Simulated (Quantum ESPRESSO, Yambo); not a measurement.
# A GW run on LuBi2O4Cl (P4/mmm) in Yambo, with inputs changed

Aim: change inputs of a GW run on LuBi2O4Cl (P4/mmm) and see what moves.

Main program and level: Yambo 5.3.0; PBEsol and many-body steps on it, plane waves.

## (1) Starting point

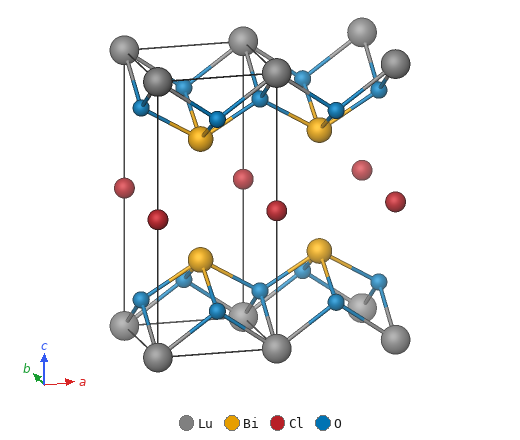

The cell as given, slightly off an axis (lutetium grey, bismuth orange, chlorine red, oxygen blue). 2×1×1 cells are drawn. Some periodic images of atoms are drawn too.

As a file:

```
Lu Bi Cl O
1.0
     3.82320    0.00000    0.00000
     0.00000    3.82320    0.00000
     0.00000    0.00000    8.85600
Lu Bi Cl O
1 2 1 4
Direct
  0.00000 0.00000 0.00000
  0.50000 0.50000 0.71930
  0.50000 0.50000 0.28070
  0.00000 0.00000 0.50000
  0.50000 0.00000 0.84800
  0.00000 0.50000 0.84800
  0.50000 0.00000 0.15200
  0.00000 0.50000 0.15200
```

The cell and positions come from the Crystallography Open Database and are kept as given unless a step says otherwise. Spin-orbit coupling is left out unless a step names it.

## (2) Base

This step: Yambo 5.3.0; G0W0 on PBEsol, plane waves, norm-conserving pseudopotentials.

Now the one-shot GW correction: screening in the RPA, then the self-energy of the levels asked for.

gw2.in

```
HF_and_locXC
gw0
dyson
ppa
em1d
rim_cut
RandQpts= 1000000
RandGvec= 1 RL
EXXRLvcs= 92 Ry
VXCRLvcs= 368 Ry
Chimod= "HARTREE"
% BndsRnXp
 1 | 271 |
%
NGsBlkXp= 11.5 Ry
% LongDrXp
 1 | 1 | 1 |
%
% GbndRnge
 1 | 271 |
%
DysSolver= "n"
ExtendOut
PPAPntXp= 27.21138 eV
% QPkrange
 6 | 6 | 50 | 53 |
 1 | 1 | 50 | 53 |
%
```

Command:

```bash
$ OMP_NUM_THREADS=1 mpirun -n 8 yambo -F gw2.in -J gw2 -C gw2 > gw2.log
```

Output:

```text
 Yambo, version 5.3.0

 [02] CORE Variables Setup
 =========================

  [... cell, symmetries and grids as in the set-up ...]

  [02.05] Energies & Occupations
  ==============================

  [X] === General ===
  [X] Electronic Temperature                        :  0.000000  0.000000 [eV K]
  [X] Bosonic    Temperature                        :  0.000000  0.000000 [eV K]
  [X] Finite Temperature mode                       : no
  [X] El. density                                   :  0.78797E+24 [cm-3]
  [X] Fermi Level                                   :  11.22736 [eV]

  [X] === Gaps and Widths ===
  [X] Conduction Band Min                           :  1.125207 [eV]
  [X] Valence Band Max                              :  0.000000 [eV]
  [X] Filled Bands                                  :   51
  [X] Empty Bands                                   :    52   590
  [X] Direct Gap                                    :  1.513456 [eV]
  [X] Direct Gap localized at k                     :  1
  [X] Indirect Gap                                  :  1.125207 [eV]
  [X] Indirect Gap between kpts                     :   6   1
  [X] Last valence band width                       :  0.786197 [eV]
  [X] 1st conduction band width                     :  2.661999 [eV]

 [03] Transferred momenta grid and indexing
 ==========================================

 IBZ Q-points                                      :   6
 BZ  Q-points                                      :  16

 K/Q-points units:
 rlu = crystal or reduced units; cc = cartesian coordinates; iku = interal k-units

 Q [1]          [rlu]:  0.000000  0.000000  0.000000
 Q [2]          [rlu]:  0.000000  0.250000  0.000000
 Q [3]          [rlu]:  0.000000 -0.500000  0.000000
 Q [4]          [rlu]:  0.250000  0.250000  0.000000
 Q [5]          [rlu]:  0.250000 -0.500000  0.000000
 Q [6]          [rlu]: -0.500000 -0.500000  0.000000

 [04] Coloumb potential Random Integration (RIM)
 ===============================================

  [04.01] RIM initialization
  ==========================

  * Diagonal components only detected *

  8 x (sBL volume)        :  0.141978 [a.u.]
  sBZ random points       :  1000000
  Points outside the sBZ  :   7992674
  RL volume               :  0.283956 [a.u.]
  Integrated volume       :  0.284216 [a.u.]

  [04.02] RIM integrals
  =====================

  Gamma point sphere radius             :  0.094629 [a.u.]
  Points outside the sphere             :   799651
  [Int_sBZ(q=0) 1/q^2]*(Vol_sBZ)^(-1/3) =:  7.425606
                                 should be <:  7.795600

  Summary of Coulomb integrals for non-metallic bands |Q|[au] RIM/Bare

  Q [1] 0.100000E-4 0.952538 * Q [2] 0.217417 0.906566
  Q [4] 0.307474 0.966048 * Q [3] 0.434834 0.977944
  Q [5] 0.486160 0.984476 * Q [6] 0.614949 0.990485

 [WARNING] [Xp] User bands 1-271 break level degeneracy

 [05] Dipoles
 ============

  [05.01] Setup: observables and procedures
  =========================================

  [WARNING] [x,Vnl] slows the Dipoles computation. To neglect it rename the ns.kb_pp file

 [06] Dynamic Dielectric Matrix (PPA)
 ====================================

 [SLK-Inversion]  Pools        :  2
 [SLK-Inversion]  BLACS grid   :  2  2

 [WR./gw2//ndb.pp]---------------------------------------------------------------
  Brillouin Zone Q/K grids (IBZ/BZ)                :   6  16   6  16
  RL vectors                                       :  15651 [WF]
  Coulomb cutoff potential                         : none
  Electronic Temperature                           :  0.000000 [K]
  Bosonic    Temperature                           :  0.000000 [K]
  PPA    diel. fun.  energies                      : Perdew, Burke & Ernzerhof SOL(X)+Perdew, Burke & Ernzerhof SOL(C)
  wavefunctions                                    : Perdew, Burke & Ernzerhof SOL(X)+Perdew, Burke & Ernzerhof SOL(C)
  Global Gauge                                     : length
  X matrix size                                    :   591
  X band range                                     :    1  271
  X e/h energy range                               : -1.000000 -1.000000 [eV]
  X Time ordering                                  : R
  X Hxc Kernel                                     : HARTREE
  X Drude frequency                                :  0.000000  0.000000
  X poles                                          :  100.0000 [o/o]
  RL vectors in the sum                            :  15651
  [r,Vnl] included                                 : yes
  Field direction                                  :  0.577350E-5  0.577350E-5  0.577350E-5
  BZ energy Double Grid                            : no
  BZ energy DbGd points                            : 0
  BZ Q point size factor                           : -1.000000
  X Optical Averaged directions                    : none

 [07] Local Exchange-Correlation + Non-Local Fock
 ================================================

 [VXC] Plane waves :  104163
 [EXS] Plane waves :  13003

 QP @ state[ 1 ] K range:  1  1
 QP @ state[ 1 ] b range:   50   53
 QP @ state[ 2 ] K range:   6   6
 QP @ state[ 2 ] b range:   50   53

 [xc] Functional : Perdew, Burke & Ernzerhof SOL(X)+Perdew, Burke & Ernzerhof SOL(C)
 [xc] LIBXC used to calculate xc functional
  PP Number of Atomic Species                      :   4
  NLCC RL compoments                               :  104163
  PP Number of Atomic Species                      :   4
  NLCC RL compoments                               :  104163

 [xc] E_xc :  -71.31147 [Ha]
      E_xc :  -142.6229 [Ry]

  Local XC kind (lXC) : Perdew, Burke & Ernzerhof SOL(X)+Perdew, Burke & Ernzerhof SOL(C)
  Non-Local XC kind (nlXC) : Hartree-Fock

  Corrections @ K [1] :  [eV]
 <50|nlXC|50> = -26.42748  0.21935E-16 <50|lXC|50> = -21.78628  0.37763E-15
 <51|nlXC|51> = -23.72651 -0.33173E-17 <51|lXC|51> = -20.09624  0.000000
 <52|nlXC|52> = -8.227579 -0.28915E-17 <52|lXC|52> = -12.12347  0.18882E-15
 <53|nlXC|53> = -9.006582  0.24086E-17 <53|lXC|53> = -13.47468  0.000000

  Corrections @ K [6] :  [eV]
 <50|nlXC|50> = -24.58848 -0.20225E-16 <50|lXC|50> = -20.35511 -0.18882E-15
 <51|nlXC|51> = -27.10154  0.29056E-17 <51|lXC|51> = -22.59797 -0.18882E-15
 <52|nlXC|52> = -9.954057 -0.38323E-17 <52|lXC|52> = -14.04053 -0.47204E-16
 <53|nlXC|53> = -9.954412  0.85527E-18 <53|lXC|53> = -14.04053  0.47204E-16

  [07.01] Hartree-Fock occupations report
  =======================================

  [Hartree-Fock] === General ===
  [Hartree-Fock] Electronic Temperature             :  0.000000  0.000000 [eV K]
  [Hartree-Fock] Bosonic    Temperature             :  0.000000  0.000000 [eV K]
  [Hartree-Fock] Finite Temperature mode            : no
  [Hartree-Fock] El. density                        :  0.78797E+24 [cm-3]
  [Hartree-Fock] Fermi Level                        :  11.22736 [eV]

  [Hartree-Fock] === Gaps and Widths ===
  [Hartree-Fock] Conduction Band Min                :  2.775113 [eV]
  [Hartree-Fock] Valence Band Max                   : -0.369601 [eV]
  [Hartree-Fock] Filled Bands                       :   51
  [Hartree-Fock] Empty Bands                        :    52   590
  [Hartree-Fock] Direct Gap                         :  3.321844 [eV]
  [Hartree-Fock] Direct Gap localized at k          :  2
  [Hartree-Fock] Indirect Gap                       :  3.144713 [eV]
  [Hartree-Fock] Indirect Gap between kpts          :  2  3
  [Hartree-Fock] Last valence band width            :  4.133965 [eV]
  [Hartree-Fock] 1st conduction band width          :  4.978978 [eV]

 [08] Dyson equation: Newton solver
 ==================================

  [08.01] G0W0 (W PPA)
  ====================

  [  GW  ] Bands range     :    1  271
  [GW/PPA] G damping       :  0.100000 [eV]

  QP @ state[ 1 ] K range:  1  1
  QP @ state[ 1 ] b range:   50   53
  QP @ state[ 2 ] K range:   6   6
  QP @ state[ 2 ] b range:   50   53

   Sc/G bands                                       :    1  271
   Sc/G damping                                     :  0.100000 ev
   Sc bands terminator                              : no
   Sx RL components                                 :  13003

   QP @ state[ 1 ] K range                          :  1  1
   QP @ state[ 1 ] b range                          :   50   53
   QP @ state[ 2 ] K range                          :   6   6
   QP @ state[ 2 ] b range                          :   50   53
   GF energies kind                                 : Perdew, Burke & Ernzerhof SOL(X)+Perdew, Burke & Ernzerhof SOL(C)
   GF WF`s kind                                     : Perdew, Burke & Ernzerhof SOL(X)+Perdew, Burke & Ernzerhof SOL(C)
   Xs energies kind                                 : Perdew, Burke & Ernzerhof SOL(X)+Perdew, Burke & Ernzerhof SOL(C)
   Xs WF`s kind                                     : Perdew, Burke & Ernzerhof SOL(X)+Perdew, Burke & Ernzerhof SOL(C)

 [11] Game Over & Game summary
```

Run time: 4.9 min. Hardware: 8 MPI ranks of Arm Neoverse V1, shared host; peak memory 7.4 GiB; 39 min of CPU time.

Numbers from this step:

```yaml
g0w0_gap_on_the_points_computed: 1.286 eV
starting_gap_on_the_mesh: 1.125 eV
k_of_the_valence_top: -0.5, -0.5, 0
k_of_the_conduction_bottom: 0, 0, 0
least_direct_g0w0_gap_on_the_computed_points: 1.984 eV
z_at_the_valence_top: 0.7766
z_at_the_conduction_bottom: 0.8394
```

The gap on the mesh goes from 1.13 eV to 1.29 eV, a correction of +0.16 eV.

## (3) More G vectors in the random integration

gw6.in, as its differences from gw2.in of step 2:

```diff
@@ -7,3 +7,3 @@
 RandQpts= 1000000
-RandGvec= 1 RL
+RandGvec= 59 RL
 EXXRLvcs= 92 Ry
@@ -28 +28,2 @@
 %
+QpgFull
```

Command:

```bash
$ OMP_NUM_THREADS=1 mpirun -n 8 yambo -F gw6.in -J gw6,gw2_W -C gw6 > gw6.log
```

Output:

```text
 Yambo, version 5.3.0

 [02] CORE Variables Setup
 =========================

  [... cell, symmetries and grids as in the set-up ...]

  [02.05] Energies & Occupations
  ==============================

  [X] === General ===
  [X] Electronic Temperature                        :  0.000000  0.000000 [eV K]
  [X] Bosonic    Temperature                        :  0.000000  0.000000 [eV K]
  [X] Finite Temperature mode                       : no
  [X] El. density                                   :  0.78797E+24 [cm-3]
  [X] Fermi Level                                   :  11.22736 [eV]

  [X] === Gaps and Widths ===
  [X] Conduction Band Min                           :  1.125207 [eV]
  [X] Valence Band Max                              :  0.000000 [eV]
  [X] Filled Bands                                  :   51
  [X] Empty Bands                                   :    52   590
  [X] Direct Gap                                    :  1.513456 [eV]
  [X] Direct Gap localized at k                     :  1
  [X] Indirect Gap                                  :  1.125207 [eV]
  [X] Indirect Gap between kpts                     :   6   1
  [X] Last valence band width                       :  0.786197 [eV]
  [X] 1st conduction band width                     :  2.661999 [eV]

 [03] Transferred momenta grid and indexing
 ==========================================

 IBZ Q-points                                      :   6
 BZ  Q-points                                      :  16

 K/Q-points units:
 rlu = crystal or reduced units; cc = cartesian coordinates; iku = interal k-units

 Q [1]          [rlu]:  0.000000  0.000000  0.000000
 Q [2]          [rlu]:  0.000000  0.250000  0.000000
 Q [3]          [rlu]:  0.000000 -0.500000  0.000000
 Q [4]          [rlu]:  0.250000  0.250000  0.000000
[...]
Q [6]          [rlu]: -0.500000 -0.500000  0.000000

 [04] Coloumb potential Random Integration (RIM)
 ===============================================

  [04.01] RIM initialization
  ==========================

  8 x (sBL volume)        :  0.141978 [a.u.]
  sBZ random points       :  1000000
  Points outside the sBZ  :   7992674
  RL volume               :  0.283956 [a.u.]
  Integrated volume       :  0.284216 [a.u.]

  [04.02] RIM integrals
  =====================

  Gamma point sphere radius             :  0.094629 [a.u.]
  Points outside the sphere             :   799651
  [Int_sBZ(q=0) 1/q^2]*(Vol_sBZ)^(-1/3) =:  7.425606
                                 should be <:  7.795600

  Summary of Coulomb integrals for non-metallic bands |Q|[au] RIM/Bare

  Q [1] 0.100000E-4 0.952538 * Q [2] 0.217417 0.906566
  Q [4] 0.307474 0.966048 * Q [3] 0.434834 0.977944
  Q [5] 0.486160 0.984476 * Q [6] 0.614949 0.990485

 [WARNING] [Xp] User bands 1-271 break level degeneracy

 [05] Dipoles
 ============

  [05.01] Setup: observables and procedures
  =========================================

 [06] Dynamic Dielectric Matrix (PPA)
 ====================================

   Sc/G bands                                       :    1  271
   Sc/G damping                                     :  0.100000 ev
   Sc bands terminator                              : no
   Sx RL components                                 :  13003

   QP @ state[ 1 ] K range                          :  1  1
   QP @ state[ 1 ] b range                          :   50   53
   QP @ state[ 2 ] K range                          :   6   6
   QP @ state[ 2 ] b range                          :   50   53
   GF energies kind                                 : Perdew, Burke & Ernzerhof SOL(X)+Perdew, Burke & Ernzerhof SOL(C)
   GF WF`s kind                                     : Perdew, Burke & Ernzerhof SOL(X)+Perdew, Burke & Ernzerhof SOL(C)
   Xs energies kind                                 : Perdew, Burke & Ernzerhof SOL(X)+Perdew, Burke & Ernzerhof SOL(C)
   Xs WF`s kind                                     : Perdew, Burke & Ernzerhof SOL(X)+Perdew, Burke & Ernzerhof SOL(C)

 [11] Game Over & Game summary
```

The job ended after 1.8 min (8 MPI ranks; peak memory 7.5 GiB; 15 min of CPU time).

Numbers from this step:

- G0W0 gap on the points computed: 1.336 eV
- starting gap on the mesh: 1.125 eV
- k of the valence top: -0.5, -0.5, 0
- k of the conduction bottom: 0, 0, 0
- least direct G0W0 gap on the computed points: 2.022 eV
- Z at the valence top: 0.7744
- Z at the conduction bottom: 0.8375

Against G0W0 in Yambo (4×4×1 mesh, 271 bands, screening to 156.5 eV, Godby-Needs plasmon pole), the gap moves by +0.050 eV.

[end of part 1 of 2]

[Paths, hosts, dates, memory and timing lines, banners, echoed tables and standing remarks are left out of the program output.]

[Logs are printed without paths, hosts, clocks, repeated set-up lines and the standing remarks that a program may print on its own settings, such as how far it seeks lower states.]

[Runs of the session that timed out or met a known fault of the program may be left out.]

[Hosts, paths, dates, database ids (printed as entryN), source tags and the programs' standing remarks are cut or masked in the printed files.]
